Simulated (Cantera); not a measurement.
A closed system holds: 1 mol Al, 17 mol N₂O, 7.6 mol H₂, at 0.315 Torr.

Cantera equilibrium calculation (NASA polynomials, part measured and part estimated; ideal gas, pure solids and liquids). Candidate condensed phases: Al, AlN, Al₂O₃, H₂O; 35 gas species. Rates play no part.

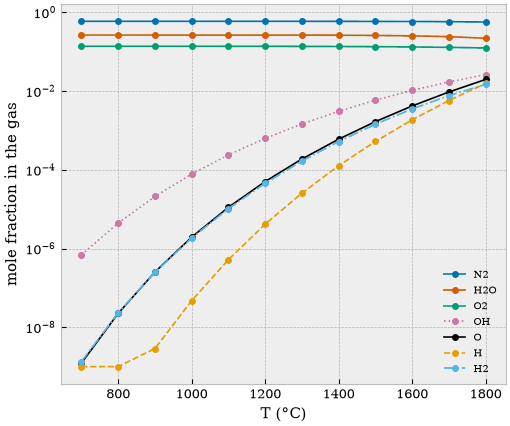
*Equilibrium gas composition (values under 1e-9 drawn at 1e-9)*

From 700 °C to 1800 °C the condensed part is Al₂O₃(s).
